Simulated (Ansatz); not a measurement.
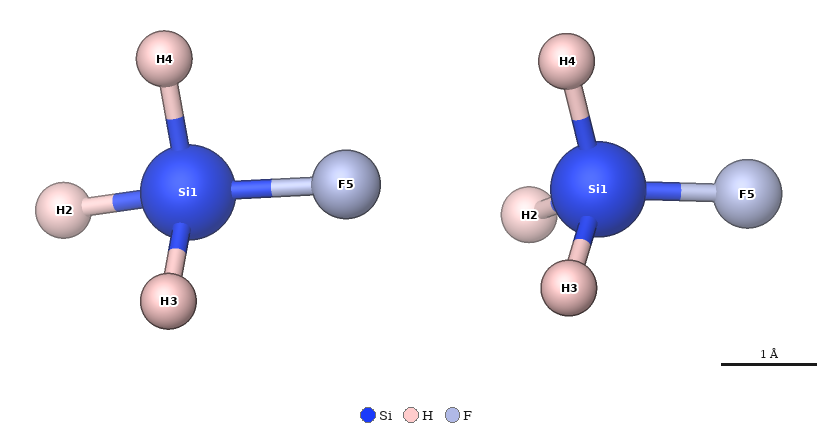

Two geometries of SiH₃F, drawn at one scale. One is the start of a relaxation, the other its converged end. Style: ball-and-stick. Shown at a tilt.

Level of theory: RKS PBE0-D4/def2-TZVP in Ansatz. Set-up: force threshold 0.005 eV/Å; at most 200 steps.

> Which one is relaxed?

The right one is the relaxed one. It is one of the separated products of a reaction. The largest move after the best rigid fit is that of H2, 0.59 Å. By element the largest moves are H 0.59 Å, F 0.58 Å, Si 0.23 Å. Near-neighbour distances that change, for instance: Si1–F5 1.727 → 1.600 Å, Si1–H2 1.531 → 1.482 Å, Si1–H3 1.492 → 1.482 Å. Among the angles between lasting bonds that change: H2–Si1–F5 164.7° → 108.3°, H3–Si1–F5 90.3° → 108.3°, H4–Si1–F5 92.3° → 108.3°. Over 6 geometry steps the energy falls by 1.924 eV. The largest force component goes from 2.6 to 0.00058 eV/Å. The run took 2.9 s on 4 threads of Arm Neoverse V2 (shared host).
